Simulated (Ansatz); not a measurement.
Base system: BeS in the zinc blende structure (space group F-43m, No. 216; a = 4.838 Å).

Modification: an isotropic linear strain of −2.50 %, atoms relaxed at fixed cell.

Calculations: PBEsol (Ansatz, a program for electronic structure; PAW; 420 eV plane waves; no SOC).

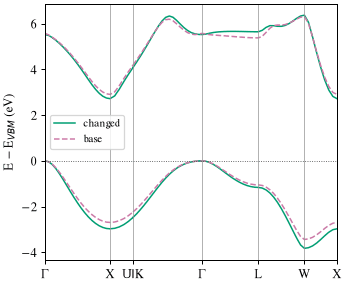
*Highest valence and lowest conduction band along the path, each from its own valence-band maximum*

The gap is 2.72 eV, indirect, Γ → X; the base has 2.91 eV.

No phonon test of stability was made.
